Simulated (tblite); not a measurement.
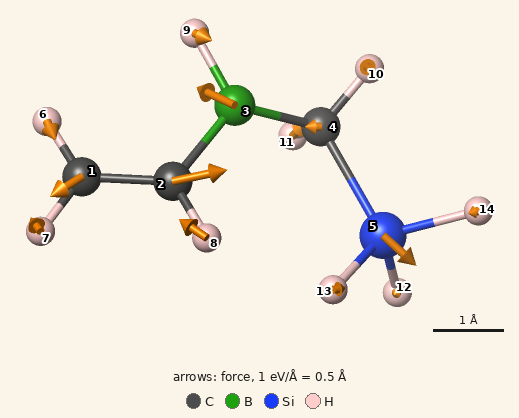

Starting geometry of C$_{3}$H$_{9}$BSi with the computed forces as orange arrows. Style: ball-and-stick. Shown at a tilt.

Theory: tblite, GFN2-xTB geometry optimisation, gas phase. 

What follows when this structure is relaxed?

It isn't relaxed: the largest force vector, on B3, is 1.70 eV/Å. The final displacements have little in common with the starting forces (cosine between the two patterns 0.18). The energy falls by 59.9 kJ/mol in 132 geometry steps. H8 moves most after the best rigid fit: 1.76 Å. Largest moves by element: H 1.76 Å, C 0.63 Å, Si 0.36 Å, B 0.28 Å. Some distances before and after: C4–Si5 1.865 → 1.914 Å, B3–H9 1.205 → 1.174 Å, C4–H11 1.122 → 1.091 Å, C2–H8 1.114 → 1.087 Å. Bond angles that change, for instance: B3–C4–H11 106.7° → 113.4°, C2–C1–H7 116.8° → 123.2°, C2–B3–H9 113.9° → 119.6°. Groups turn about C4–Si5 by about 50°. The run took 1.1 s on 1 thread of Arm Neoverse N1, on a shared host.
